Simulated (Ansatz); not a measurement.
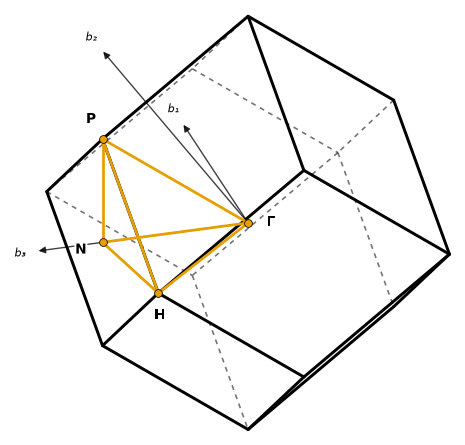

The figure shows the first Brillouin zone with its special points and a band path. Crystal: V, coordinates from a relaxation with DFT, m-r2SCAN, plane waves (500 eV) with PAW, scalar-relativistic in Ansatz 0.2.0. All values are computed from the atomic coordinates in the standard setting (tolerance 0.002 Å).

Labels and path follow the convention of Hinuma et al. (2017), as computed by seekpath; the arrows show the directions of the reciprocal primitive vectors b₁, b₂, b₃.

Which Bravais lattice has this zone?

Answer. A body-centred cubic lattice (cI; extended symbol cI1). The zone is a rhombic dodecahedron in its combinatorial type: 12 faces (12 with 4 edges), 24 edges, 14 vertices.

In which order does the conventional band path visit the special points?

Answer. Γ–H–N–Γ–P–H | P–N
